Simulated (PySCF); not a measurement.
**C$_{3}$H$_{3}$FO$_{4}$Si: density, localisation and related maps**

```xyz
12

C    -1.9468   -0.1711   -0.6288
Si   -0.4837   -0.3634    0.5234
F    -0.7944   -1.1248    1.8920
O     0.2975    1.0414    0.9079
C     1.5900    1.0507    0.5414
O     2.3297    1.9633    0.7085
C     1.9390   -0.2978   -0.1285
O     2.9962   -0.6092   -0.5684
O     0.8473   -1.0802   -0.1448
H    -2.7415    0.3836   -0.1401
H    -2.3441   -1.1446   -0.8983
H    -1.6881    0.3514   -1.5461
```

Geometry: GFN2-xTB.

Theory: PySCF, CAM-B3LYP/def2-SVPD, SCF density, gas phase.

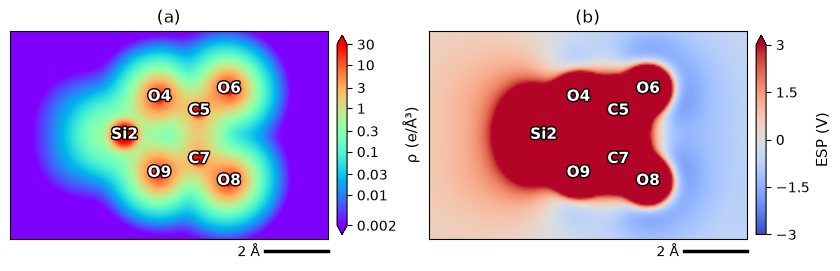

Figure 1. (a) electron density; (b) molecular electrostatic potential on the plane of atoms Si2, O4 and C5.

Interpret the plot.

- The section cuts through Si, O and C sites.
- C–O (1.19 Å): the density is about 3.5 e/Å³ at the midpoint.
- C–C (1.55 Å): ρ at the midpoint is about 1.7 e/Å³.
- Si–O (1.65 Å): ρ is about 1.1 e/Å³ halfway.
- C–O (1.34 Å): the density is about 2.4 e/Å³ at the midpoint.
- Outside the dense part of the molecule the potential is most negative (−1.7 V) near O6 and O8.

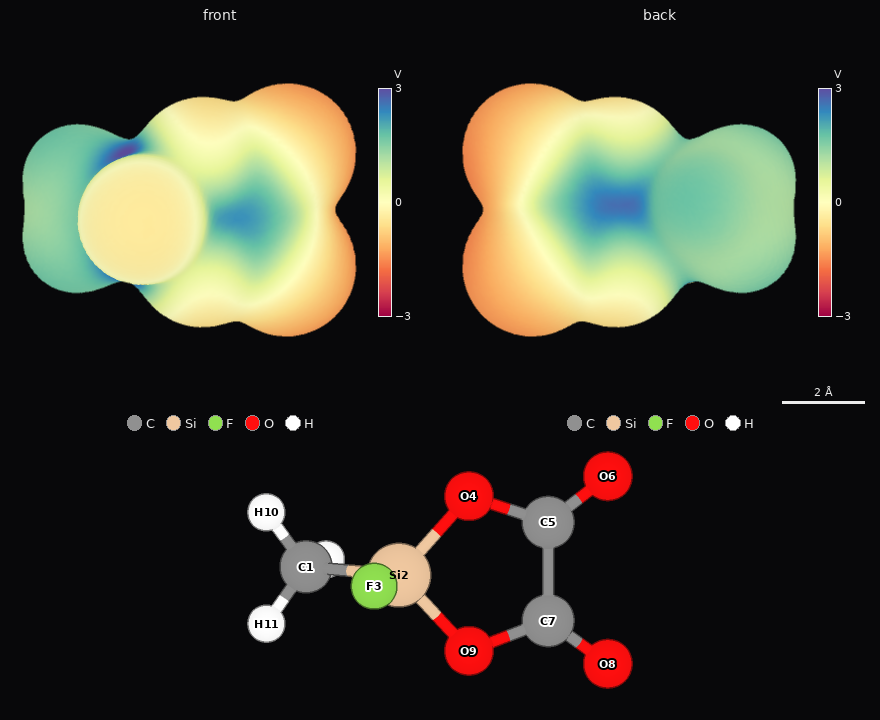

Figure 2. The molecular electrostatic potential painted on the density surface at 0.002 e/bohr³, seen from the front and from behind; the colour scale runs from red (negative) to blue (positive). The bare structure is drawn below in the same view.

Which sites attract a positive test charge, and which a negative one?

A positive charge is drawn to the negative regions and a negative charge to the positive ones. The most negative region (about −1.5 V, or −35 kcal/mol for a unit charge) lies over O6 and O8, the most positive (about +2.9 V, or +67 kcal/mol for a unit charge) over Si2.

What dipole moment does the calculation give?

Its dipole moment is 5.78 D.
